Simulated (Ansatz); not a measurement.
## Electronic structure of Cl3F3W in real space

```csv
atom,x (Å),y (Å),z (Å)
W,0.0465,0.0465,0.0466
Cl,-0.0110,-0.0110,2.3422
Cl,2.3422,-0.0110,-0.0110
Cl,-0.0110,2.3422,-0.0110
F,-1.8294,0.0014,0.0014
F,0.0014,-1.8294,0.0014
F,0.0014,0.0014,-1.8294
```

Core potentials replace the inner electrons of W.

All numbers below come from RKS PBE-D4/def2-SVP (Ansatz).

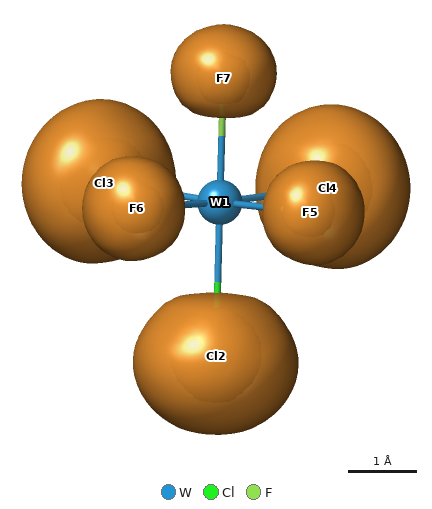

Figure 1. Isosurface of the ELF at 0.75 (orange), seen at a tilt. Core shells and regions of very low density are left out.

### Identify the bonds, lone pairs and shells in this picture.

The surface consists of three regions wrapped around Cl (the valence shell of each) and three regions wrapped around F (the valence shell of each).


W–F (1.88 Å): the ELF peaks at about 0.85 in the valence shell of F, 0.5 Å from its nucleus, and drops to about 0.20 between the two atoms. W–Cl (2.30 Å): the ELF peaks at about 0.85 in the valence shell of Cl, 0.9 Å from its nucleus, and is about 0.35 at the midpoint.

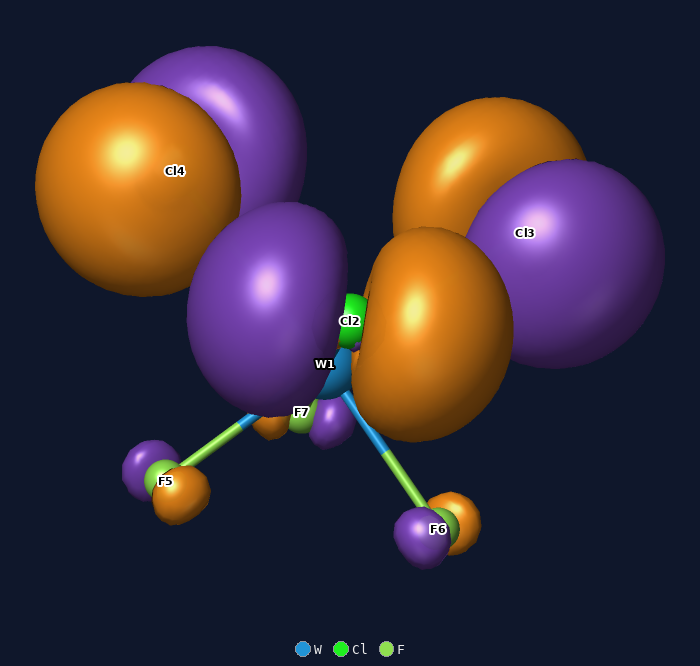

Figure 2. The HOMO at ±0.1 Å⁻³ᐟ² (orange and purple are the two phases), seen at an oblique angle.

### Where does this orbital lie, and at what energy?

It lies mainly on Cl2 (about 30 %), Cl3 (about 30 %) and Cl4 (about 30 %); largely a combination of lone pairs on Cl2, Cl3 and Cl4. Its energy is −8.44 eV.

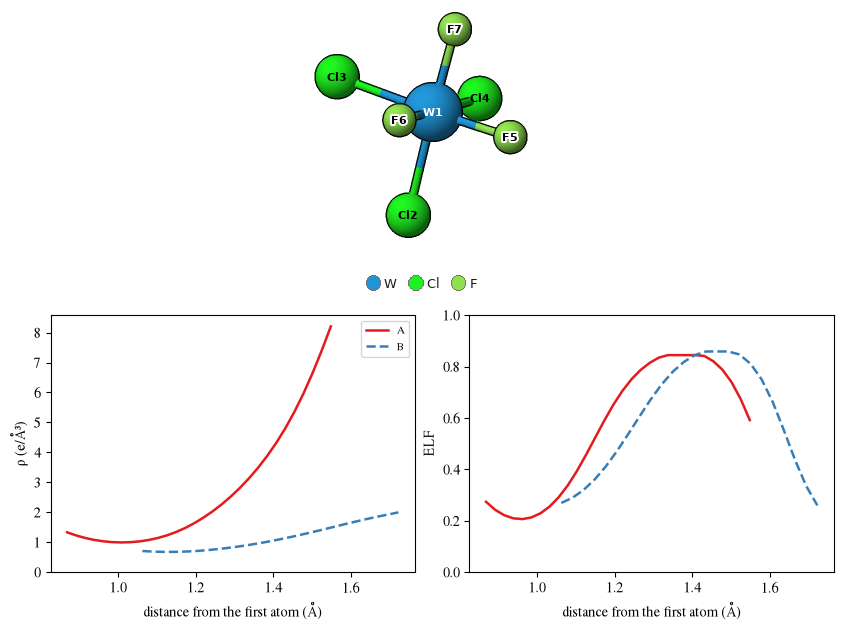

Figure 3. Electron density and ELF along straight lines between neighbouring atoms. The curves leave out the atomic cores. The structure is drawn too.

### Which curve belongs to which contact (W–Cl and W–F)? The first atom named is at distance zero.

Curve A: W–F (1.88 Å): the density is about 1.1 e/Å³ at the midpoint; the ELF peaks at about 0.85 in the valence shell of F, 0.5 Å from its nucleus, and drops to about 0.20 between the two atoms. Curve B: W–Cl (2.30 Å): the density is about 0.68 e/Å³ at the midpoint; the ELF peaks at about 0.85 in the valence shell of Cl, 0.9 Å from its nucleus, and is about 0.35 at the midpoint.
